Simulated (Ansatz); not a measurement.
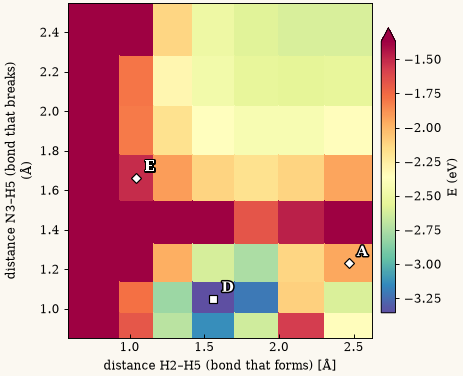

The reacting system CH₇NSn (fragments CH₅NSn + H₂ where the first distance is long, CH₃NSn + H₂ + H₂ where the second is long). Coordinates scanned: (1) distance H2–H5 (bond that forms); (2) distance N3–H5 (bond that breaks). Relaxed at each point: all other coordinates. The grid has 8 × 8 points. Points are written as (first, second). Energies are in eV, from a guessed transition structure relaxed with its forming and breaking bonds held. Energies and slopes of some neighbouring points disagree (a jump in structure or state, or too coarse a mesh). The reference is spin-restricted, so regions where a bond is pulled apart into radicals lie too high. These are results of RKS PBE0-D4/def2-SVP in Ansatz, not measurements.

Drawn: one coloured cell a grid point, one colour for all values above the top of the scale, lettered points.

Is D the lowest point of the computed grid?

Answer. Yes. D, at (1.560 Å, 1.050 Å), has the lowest energy of the grid.

Rank the lettered points by energy, lowest first.

Answer. D (−3.36 eV), A (−1.95 eV), E (−1.51 eV).
